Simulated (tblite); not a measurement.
## Energy and gradient calculation, with input and output: CH$_{4}$ClGe (charge +1)

CH$_{4}$ClGe, charge +1, computed with IPEA1-xTB, U-SCC (tblite 0.8.0).

The geometry is that of the parent species in another charge or spin state. The geometry comes from this level: GFN2-xTB.

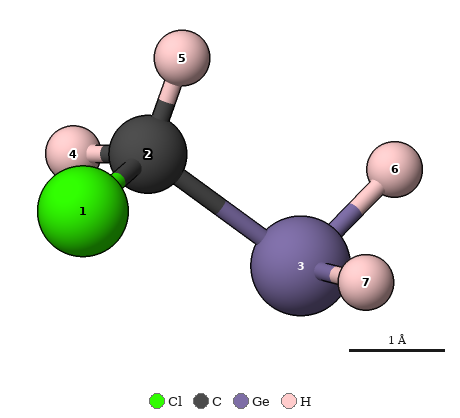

The input geometry (ball-and-stick view, seen at a tilt; atoms are numbered from 1 in the order of the input). Sticks mark near contacts. Bond lengths as drawn: C–Cl 1.76 Å, C–Ge 2.04 Å, C–H 1.09 Å and Ge–H 1.56 to 1.57 Å.

## Key numbers

```csv
quantity,value
outcome,converged
total energy,−10.665972 hartree
basis functions,31
largest force,4.750 eV/Å
HOMO,−17.81 eV
LUMO,−16.51 eV
hardware,"1 thread of Intel Xeon @ 2.70GHz, 189 GiB of memory available, shared host"
peak memory,0.067 GiB
```

## Input file (xtb_job.py)
```python
import json
import numpy as np
from tblite.interface import Calculator
from tblite.interface import symbols_to_numbers

symbols = list(map(str, np.loadtxt("geom.xyz", skiprows=2, usecols=0, dtype=str, ndmin=1)))
numbers = np.array(symbols_to_numbers(symbols))
positions = np.loadtxt("geom.xyz", skiprows=2, usecols=(1, 2, 3), ndmin=2) / 0.529177210903

calc = Calculator("IPEA1-xTB", numbers, positions, charge=1, uhf=0)
calc.set("accuracy", 0.1)
calc.add("spin-polarization", 1.0)
res = calc.singlepoint()

print(f"total energy: {res.get('energy'):.8f} Eh")
eps = np.atleast_2d(res.get("orbital-energies")) * 27.211386
occ = np.atleast_2d(res.get("orbital-occupations"))
filled = occ.sum(axis=0) if eps.shape[0] == 1 else occ[0]
homo = np.nonzero(filled > 0.5)[0].max()
print(f"HOMO {eps[0, homo]:.4f} eV")
if homo + 1 < eps.shape[1]:
    print(f"LUMO {eps[0, homo + 1]:.4f} eV, gap {eps[0, homo + 1] - eps[0, homo]:.4f} eV")
mu = res.get("dipole") * 2.541746
print(f"|mu|: {np.linalg.norm(mu):.4f} D, components " + " ".join(f"{c:.4f}" for c in mu))
q = res.get("charges")
g = res.get("gradient")
print("atom     charge      dE/dx        dE/dy        dE/dz   (Eh/bohr)")
for i, s in enumerate(symbols):
    print(f"{s:<2}{i + 1:<3} {q[i]:9.4f} {g[i, 0]:12.7f} {g[i, 1]:12.7f} {g[i, 2]:12.7f}")
print(f"gradient norm {np.linalg.norm(g):.6f} Eh/bohr")
out = {k: np.asarray(res.get(k)).tolist() for k in ("energy", "gradient", "charges", "dipole", "orbital-energies", "orbital-occupations")}
out.update(symbols=symbols, positions=(positions * 0.529177210903).tolist())
json.dump(out, open("results.json", "w"))
```

## File geom.xyz
```
7
start geometry
Cl    -0.025320    -1.558680    -1.388890
C     -0.681900    -0.245740    -0.416950
Ge     0.882020     0.931220     0.175410
H     -1.435980     0.269960    -1.003840
H     -1.136590    -0.676350     0.473230
H      0.438440     1.406130     1.604330
H      1.959340    -0.126540     0.556720
```

Launch command:
```bash
python xtb_job.py
```

## The program's output
```
------------------------------------------------------------
  cycle        total energy    energy error   density error
------------------------------------------------------------
      1     -10.59204559243  -1.0671199E+01   2.2580215E-01
      2     -10.57297475985   1.9070833E-02   1.6395715E-01
      3     -10.57169426599   1.2804939E-03   1.0981970E-01
      4     -10.56846736644   3.2268996E-03   1.0653376E-01
      5     -10.66049255618  -9.2025190E-02   2.9073352E-02
      6     -10.66517605891  -4.6835027E-03   1.0866922E-02
      7     -10.66582913647  -6.5307755E-04   5.0941557E-03
      8     -10.66597192334  -1.4278688E-04   2.3450448E-04
      9     -10.66596849594   3.4274047E-06   8.4986693E-04
     10     -10.66597208285  -3.5869128E-06   4.6323582E-05
     11     -10.66597209398  -1.1124184E-08   9.7513843E-06
     12     -10.66597209435  -3.7652903E-10   2.3556901E-06
     13     -10.66597209432   3.5289105E-11   3.5156948E-06
     14     -10.66597209439  -6.9281469E-11   1.1204540E-07
------------------------------------------------------------

 total:                                   0.014 sec
total energy: -10.66597209 Eh
HOMO -17.8103 eV
LUMO -16.5143 eV, gap 1.2960 eV
|mu|: 2.6407 D, components 0.3565 2.5407 -0.6254
atom     charge      dE/dx        dE/dy        dE/dz   (Eh/bohr)
Cl1      0.1819   -0.0020863   -0.0191699   -0.0158151
C 2      0.0777   -0.0215755   -0.0120962    0.0342119
Ge3      0.1205    0.0345364    0.0734387   -0.0441193
H 4      0.1684    0.0076257   -0.0037381    0.0047862
H 5      0.1915   -0.0074327   -0.0040882   -0.0161494
H 6      0.1217   -0.0113197   -0.0102739    0.0220550
H 7      0.1384    0.0002522   -0.0240725    0.0150305
gradient norm 0.113535 Eh/bohr
```

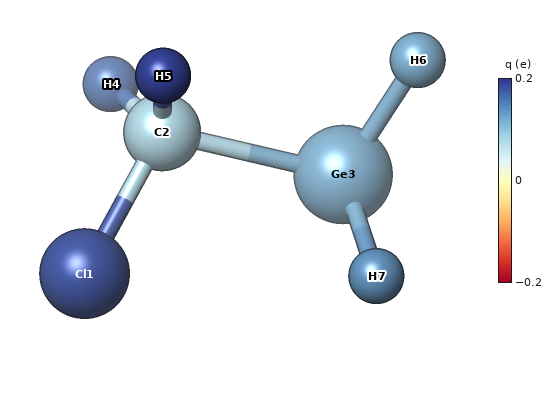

Mulliken charges, as the colour of each atom (ball-and-stick view, seen at a tilt; atoms are numbered from 1 in the order of the input). By element: Cl +0.18, C +0.08, Ge +0.12 and H +0.12 to +0.19 e.
